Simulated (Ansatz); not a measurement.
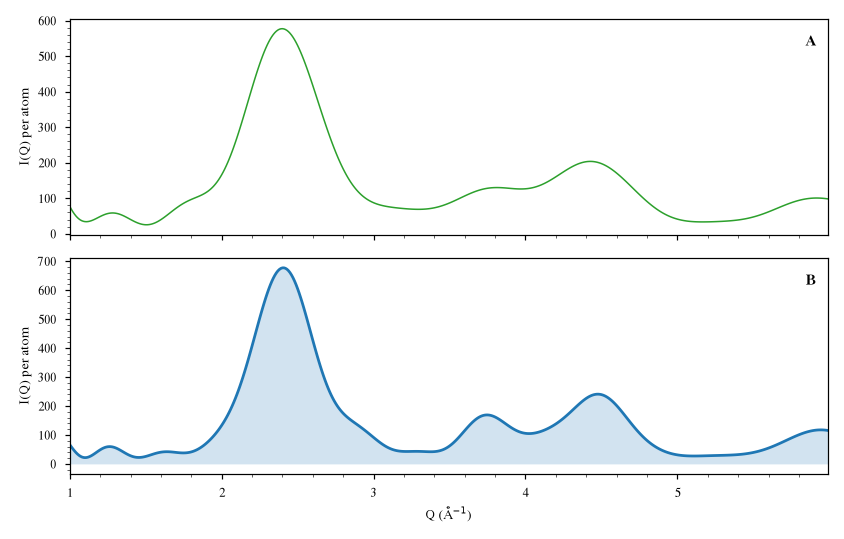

X-ray scattering of spheres cut from the crystal structure of Sc (P6_3/mmc, a = 3.312 Å, b = 3.312 Å, c = 10.562 Å, α = 90.00°, β = 90.00°, γ = 120.00°), calculated atom by atom with the Debye equation (B = 0.5 Å², no relaxation of the surface). Structure used: the input geometry of an electronic-structure calculation (not necessarily at equilibrium); the starting structure was generated, so it need not be a known form of this composition.

Question: The spheres are 14 and 20 Å across. Which curve is which?

Answer: curve A: 14 Å (57 atoms); curve B: 20 Å (159 atoms). Peak widths go roughly as 2π/D, so the largest sphere has the sharpest peaks.

Question: Index the main peaks of the largest sphere.

Answer: Q ≈ 2.41 Å⁻¹: 101 + 004 + 102; Q ≈ 3.75 Å⁻¹: 105 + 110; Q ≈ 4.48 Å⁻¹: 114 + 202.
